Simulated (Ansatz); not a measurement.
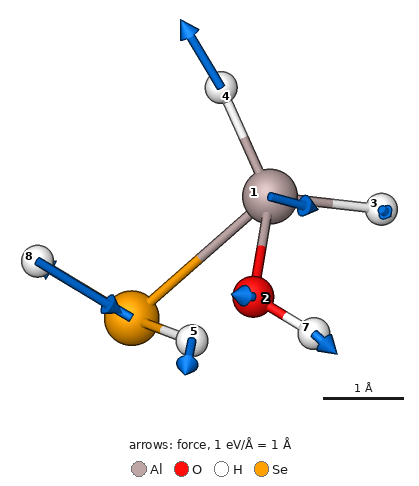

Starting geometry of AlH₅SeO with the computed forces as blue arrows. The picture is a ball-and-stick view, seen at a tilt.

Theory: RKS PBE-D4/def2-SVPD in Ansatz 0.2.0.

The input:
```yaml
crystal:
  periodic: [false, false, false]
  atoms:
    - {symbol: Al, position_ang: [-0.436280, 0.778673, -0.307752]}
    - {symbol: O, position_ang: [1.036411, -0.167748, -0.799770]}
    - {symbol: H, position_ang: [-1.548575, 0.719736, -1.438438]}
    - {symbol: H, position_ang: [-0.232763, 2.031312, 0.536505]}
    - {symbol: H, position_ang: [0.372598, -1.092898, 0.089816]}
    - {symbol: Se, position_ang: [-0.699384, -1.280419, 1.259553]}
    - {symbol: H, position_ang: [1.189669, -0.386272, -1.725944]}
    - {symbol: H, position_ang: [0.257824, -0.646266, 2.326053]}
basis:
  gaussian: {orbitals: def2-SVPD}
hamiltonian: {xc: pbe, dispersion: d4}
saddle:
  f_tol: 0.1
  max_steps: 40
  mode_guess:
    - [-0.1917, -0.0588, 0.2425]
    - [-0.0717, -0.2296, 0.2507]
    - [0.0088, 0.0329, -0.0049]
    - [0.0062, 0.0532, -0.0424]
    - [0.3367, 0.3577, -0.6621]
    - [-0.0874, 0.0643, 0.0277]
    - [0.0054, -0.2079, 0.1968]
    - [-0.0064, -0.0116, -0.0083]
```

Launched with:
```bash
ansatz run in.yaml --threads 4 --pin off --events-out ev --progress --plain --max-ram 9574MiB
```

Is this structure relaxed? If not, where do the atoms go?

Answer. It isn't relaxed: the largest force vector, on Se6, is 1.42 eV/Å. The final displacements follow the starting forces only in part (cosine between the two patterns 0.48). Over 6 geometry steps the energy falls by 3.71 kcal/mol. The largest force component goes from 1.3 to 0.019 eV/Å. The largest move after the best rigid fit is that of H5, 0.16 Å. Largest moves by element: H 0.16 Å, O 0.07 Å, Al 0.06 Å, Se 0.01 Å. Near-neighbour distances that change, for instance: O2–H5 1.445 → 1.559 Å, Se6–H8 1.567 → 1.486 Å, Al1–H4 1.524 → 1.593 Å, Al1–Se6 2.601 → 2.643 Å. Bond angles that change, for instance: Al1–Se6–H5 53.0° → 57.5°, O2–Al1–H4 118.0° → 113.8°, H3–Al1–H4 121.2° → 125.2°.
